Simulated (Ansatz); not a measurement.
## C2H7Ga: geometry relaxation (part 2 of 2)

Continued. System: C2H7Ga. Method: RKS PBE0-D4/def2-SVP (Ansatz 0.2.0). The input holds or restrains some coordinates.

Geometry of the input (Å):
```
Ga -0.1484  0.0702  0.0642
H  0.8167  -0.7896  -1.8041
C  -1.2325  0.7240  -1.4686
H  0.0751  -0.1082  -2.0848
C  0.9175  -0.3369  1.8217
H  -1.7472  1.6927  -1.3817
H  -2.0438  -0.0219  -1.5726
H  0.2483  -0.5636  2.6577
H  1.5826  -1.1922  1.6660
H  1.5316  0.5254  2.1023
```

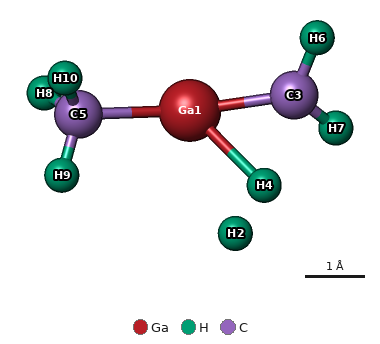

Fig. 1: The geometry at step 11 of the log (ball-and-stick view, seen at a tilt; atoms are numbered from 1 in the order of the input).

**Trajectory as extended XYZ, continued**
```
10
Properties=species:S:1:pos:R:3:forces:R:3 step=4 energy=-54544.78602
Ga   -0.2837    0.0127    0.1599   -0.0588  -0.2677  -0.5838
H     0.5893   -1.0236   -1.6636   -0.6630   1.5564   0.3060
C    -1.1754    0.7810   -1.2756   -1.0363  -0.5474  -0.3541
H     0.1748   -0.0689   -1.7622    0.7220  -1.4570   0.0126
C     0.8903   -0.2842    1.6763    0.0298  -0.0164   0.1591
H    -1.8368    1.6708   -1.1495    0.3542  -0.2908  -0.1143
H    -1.6709   -0.0173   -1.9283    0.5919   0.9658   0.7017
H     0.2558   -0.5420    2.5438    0.1405   0.0318  -0.0908
H     1.5635   -1.1316    1.4715   -0.0405   0.0565  -0.0006
H     1.4929    0.6031    1.9279   -0.0398  -0.0312  -0.0357
10
Properties=species:S:1:pos:R:3:forces:R:3 step=5 energy=-54544.82732
Ga   -0.4058   -0.1454    0.1744    0.5780  -0.0143  -0.2228
H     0.5961   -1.0348   -1.6604   -0.7221   1.4961   0.4083
C    -1.1732    0.7668   -1.2437   -0.6310  -0.3171  -0.2858
H     0.1911   -0.0722   -1.7094    0.6691  -1.4081   0.0045
C     0.8707   -0.2808    1.6617   -0.2153  -0.1747   0.0257
H    -1.7722    1.6884   -1.1057    0.1189  -0.1705  -0.0887
H    -1.6276    0.0562   -1.9792    0.1863   0.5540   0.3078
H     0.3104   -0.5296    2.5803    0.1341   0.0344  -0.0686
H     1.5755   -1.1011    1.4544   -0.0073   0.0553   0.0284
H     1.4350    0.6525    1.8277   -0.1106  -0.0552  -0.1087
10
Properties=species:S:1:pos:R:3:forces:R:3 step=6 energy=-54544.84927
Ga   -0.4051   -0.1258    0.1913    0.2308  -0.0740  -0.5657
H     0.6249   -1.0251   -1.6230   -0.8629   1.4340   0.3280
C    -1.1957    0.7579   -1.2432   -0.2820  -0.1431  -0.0187
H     0.1689   -0.0872   -1.6967    0.8403  -1.3318   0.0750
C     0.8664   -0.2967    1.6646   -0.0781  -0.0198   0.0756
H    -1.7696    1.6961   -1.1320    0.0696  -0.1403  -0.0045
H    -1.6287    0.0803   -2.0072    0.0762   0.2537   0.2413
H     0.3393   -0.5463    2.6020    0.0751   0.0509  -0.1160
H     1.5827   -1.1028    1.4434   -0.0248   0.0479  -0.0100
H     1.4168    0.6495    1.8009   -0.0443  -0.0775  -0.0050
10
Properties=species:S:1:pos:R:3:forces:R:3 step=7 energy=-54544.85559
Ga   -0.3869   -0.1067    0.1856    0.2471  -0.2038  -0.4329
H     0.5773   -1.0754   -1.6291   -0.7412   1.4608   0.3345
C    -1.1800    0.7554   -1.2440   -0.2333   0.1213   0.0191
H     0.1632   -0.1185   -1.7066    0.7342  -1.3878   0.0609
C     0.8683   -0.2867    1.6653   -0.0623   0.0175  -0.0070
H    -1.7237    1.7068   -1.1360    0.0035   0.0057   0.0181
H    -1.6454    0.0944   -1.9888    0.0112   0.0188   0.0236
H     0.3361   -0.6102    2.5720    0.0342  -0.0273  -0.0063
H     1.6316   -1.0361    1.4112    0.0023   0.0046   0.0133
H     1.3594    0.6769    1.8706    0.0043  -0.0098  -0.0232
10
Properties=species:S:1:pos:R:3:forces:R:3 step=8 energy=-54544.85580
Ga   -0.3991   -0.0885    0.1875    0.2122  -0.2367  -0.4045
H     0.5823   -1.0900   -1.6000   -0.7961   1.5005   0.3170
C    -1.1754    0.7653   -1.2580   -0.2354   0.1083   0.1810
H     0.1620   -0.1363   -1.6829    0.8140  -1.4119  -0.0322
C     0.8603   -0.2848    1.6578    0.0618  -0.0210   0.0331
H    -1.7187    1.7161   -1.1418    0.0174   0.0116  -0.0380
H    -1.6490    0.0970   -1.9891   -0.0082   0.0101  -0.0263
H     0.3548   -0.6457    2.5651   -0.0166   0.0308  -0.0032
H     1.6389   -1.0133    1.3869   -0.0211   0.0092  -0.0453
H     1.3438    0.6803    1.8745   -0.0281  -0.0009   0.0183
10
Properties=species:S:1:pos:R:3:forces:R:3 step=9 energy=-54544.85836
Ga   -0.4009   -0.0853    0.1938    0.2315  -0.2380  -0.3966
H     0.5551   -1.1158   -1.5910   -0.7557   1.4917   0.2945
C    -1.1704    0.7649   -1.2544   -0.2308   0.1572   0.0674
H     0.1514   -0.1561   -1.6865    0.7641  -1.4119   0.0406
C     0.8642   -0.2806    1.6605   -0.0189   0.0086   0.0099
H    -1.6883    1.7322   -1.1610    0.0063   0.0022   0.0019
H    -1.6517    0.1039   -1.9875   -0.0040  -0.0013   0.0012
H     0.3680   -0.6895    2.5522    0.0034  -0.0152  -0.0047
H     1.6668   -0.9679    1.3564    0.0063  -0.0028  -0.0059
H     1.3058    0.6941    1.9177   -0.0022   0.0094  -0.0083
10
Properties=species:S:1:pos:R:3:forces:R:3 step=10 energy=-54544.85396 accepted=F
Ga   -0.4026   -0.0688    0.2005    0.2264  -0.2778  -0.3308
H     0.4932   -1.1841   -1.5644   -0.6873   1.5088   0.2537
C    -1.1507    0.7715   -1.2588   -0.2973   0.3431  -0.0491
H     0.1268   -0.2124   -1.6854    0.6990  -1.4265   0.1066
C     0.8663   -0.2687    1.6624    0.1737  -0.0399   0.2084
H    -1.6177    1.7708   -1.1934    0.0499  -0.1212   0.0141
H    -1.6643    0.1212   -1.9796    0.0014  -0.0091   0.0235
H     0.4021   -0.8067    2.5158    0.2001   0.1527  -0.2941
H     1.7364   -0.8518    1.2899   -0.2767   0.2110   0.1887
H     1.2104    0.7288    2.0130   -0.0893  -0.3411  -0.1210
10
Properties=species:S:1:pos:R:3:forces:R:3 step=11 energy=-54544.85955
Ga   -0.4038   -0.0796    0.1981    0.2199  -0.2487  -0.4074
H     0.5347   -1.1380   -1.5797   -0.7194   1.4869   0.2797
C    -1.1637    0.7668   -1.2572   -0.2198   0.1828   0.0478
H     0.1463   -0.1730   -1.6847    0.7111  -1.4137   0.0682
C     0.8640   -0.2772    1.6613   -0.0136   0.0005  -0.0033
H    -1.6604    1.7463   -1.1751   -0.0014  -0.0064   0.0099
H    -1.6604    0.1080   -1.9823    0.0092  -0.0029   0.0059
H     0.3836   -0.7315    2.5394    0.0037  -0.0125  -0.0057
H     1.6889   -0.9264    1.3332    0.0060   0.0051   0.0033
H     1.2707    0.7044    1.9472    0.0043   0.0088   0.0017
10
Properties=species:S:1:pos:R:3:forces:R:3 step=12 energy=-54544.86031
Ga   -0.4050   -0.0669    0.2020    0.1910  -0.2631  -0.4009
H     0.4958   -1.1844   -1.5589   -0.7053   1.5215   0.2391
C    -1.1481    0.7757   -1.2630   -0.2429   0.2284   0.0492
H     0.1266   -0.2143   -1.6836    0.7235  -1.4328   0.1097
C     0.8640   -0.2694    1.6619    0.1060  -0.0446   0.0843
H    -1.6201    1.7695   -1.1911    0.0241  -0.0412  -0.0029
H    -1.6631    0.1219   -1.9791   -0.0103  -0.0117   0.0060
H     0.4104   -0.8083    2.5126    0.0873   0.0881  -0.1402
H     1.7318   -0.8477    1.2945   -0.1329   0.1099   0.0854
H     1.2076    0.7238    2.0046   -0.0406  -0.1546  -0.0296
10
Properties=species:S:1:pos:R:3:forces:R:3 step=13 energy=-54544.86042
Ga   -0.4041   -0.0620    0.2028    0.1872  -0.2899  -0.4004
H     0.4564   -1.2025   -1.5636   -0.5490   1.5483   0.3005
C    -1.1408    0.7767   -1.2684   -0.2486   0.2631   0.0830
H     0.1391   -0.2125   -1.6749    0.5552  -1.4884   0.0326
C     0.8651   -0.2664    1.6626    0.0789  -0.0512   0.0641
H    -1.6097    1.7721   -1.1995    0.0253  -0.0284  -0.0086
H    -1.6627    0.1193   -1.9764    0.0196  -0.0051  -0.0002
H     0.4226   -0.8307    2.5008    0.0555   0.0722  -0.1043
H     1.7459   -0.8183    1.2908   -0.0942   0.0724   0.0487
H     1.1881    0.7242    2.0260   -0.0298  -0.0930  -0.0155
10
Properties=species:S:1:pos:R:3:forces:R:3 step=14 energy=-54544.86399
Ga   -0.4167   -0.0697    0.2062    0.2543  -0.2272  -0.3755
H     0.4481   -1.2308   -1.5446   -0.6390   1.5337   0.2502
C    -1.1292    0.7851   -1.2699   -0.2159   0.1238   0.0422
H     0.1150   -0.2486   -1.6767    0.6219  -1.4279   0.1088
C     0.8651   -0.2623    1.6600   -0.0355  -0.0262  -0.0283
H    -1.5644    1.7950   -1.2124   -0.0045  -0.0047   0.0016
H    -1.6751    0.1328   -1.9653    0.0050   0.0269  -0.0111
H     0.4515   -0.8772    2.4716    0.0175  -0.0002   0.0032
H     1.7704   -0.7509    1.2705    0.0070  -0.0022   0.0010
H     1.1351    0.7265    2.0609   -0.0109   0.0039   0.0078
10
Properties=species:S:1:pos:R:3:forces:R:3 step=15 energy=-54544.86425
Ga   -0.4010   -0.0291    0.2123    0.0608  -0.3095  -0.5456
H     0.4162   -1.2540   -1.5177   -0.5875   1.5860   0.2002
C    -1.1276    0.7879   -1.2795   -0.2001   0.2487   0.1375
H     0.1032   -0.2681   -1.6694    0.6386  -1.5038   0.1275
C     0.8691   -0.2610    1.6594    0.0647   0.0352   0.0648
H    -1.5631    1.7988   -1.2350    0.0318   0.0028   0.0018
H    -1.6705    0.1390   -1.9786   -0.0015  -0.0541   0.0341
H     0.4726   -0.9195    2.4447   -0.0228  -0.0114  -0.0184
H     1.7896   -0.7091    1.2564    0.0034   0.0105  -0.0085
H     1.1114    0.7149    2.1074    0.0125  -0.0043   0.0067
10
Properties=species:S:1:pos:R:3:forces:R:3 step=16 energy=-54544.86690
Ga   -0.4104   -0.0292    0.2107    0.2166  -0.3107  -0.3576
H     0.4045   -1.2705   -1.5087   -0.5948   1.5670   0.1930
C    -1.1187    0.7924   -1.2830   -0.2205   0.2010   0.0422
H     0.0952   -0.2846   -1.6683    0.6079  -1.4700   0.1404
C     0.8696   -0.2563    1.6591   -0.0163   0.0088  -0.0152
H    -1.5294    1.8134   -1.2503    0.0004   0.0029  -0.0010
H    -1.6839    0.1371   -1.9593    0.0060   0.0009   0.0021
H     0.4885   -0.9522    2.4197    0.0048  -0.0015  -0.0080
H     1.8039   -0.6625    1.2432   -0.0004   0.0015  -0.0007
H     1.0806    0.7124    2.1370   -0.0038   0.0001   0.0047
10
Properties=species:S:1:pos:R:3:forces:R:3 step=17 energy=-54544.86701
Ga   -0.4086   -0.0211    0.2115    0.2006  -0.3008  -0.3442
H     0.3683   -1.3049   -1.4943   -0.5712   1.5832   0.1813
C    -1.1058    0.7985   -1.2887   -0.2345   0.2106   0.0278
H     0.0768   -0.3156   -1.6660    0.5917  -1.4653   0.1536
C     0.8718   -0.2497    1.6591    0.0620  -0.0185   0.0693
H    -1.4919    1.8308   -1.2683    0.0147  -0.0429  -0.0031
H    -1.6902    0.1459   -1.9520    0.0069   0.0207   0.0073
H     0.5197   -1.0048    2.3825    0.0646   0.1037  -0.0966
H     1.8315   -0.5871    1.2285   -0.1150   0.0427   0.0708
H     1.0282    0.7080    2.1878   -0.0197  -0.1334  -0.0662
10
Properties=species:S:1:pos:R:3:forces:R:3 step=18 energy=-54544.86804
Ga   -0.4084   -0.0206    0.2121    0.1907  -0.3043  -0.3646
H     0.3711   -1.3017   -1.4944   -0.5678   1.5763   0.1827
C    -1.1077    0.7973   -1.2884   -0.2043   0.1965   0.0442
H     0.0790   -0.3125   -1.6654    0.5822  -1.4635   0.1530
C     0.8717   -0.2504    1.6588    0.0059  -0.0017   0.0008
H    -1.4931    1.8287   -1.2685   -0.0006  -0.0075   0.0010
H    -1.6917    0.1455   -1.9520    0.0028   0.0032  -0.0018
H     0.5196   -0.9993    2.3830    0.0138   0.0160  -0.0185
H     1.8275   -0.5917    1.2317   -0.0166   0.0089   0.0138
H     1.0320    0.7047    2.1834   -0.0060  -0.0240  -0.0106
```
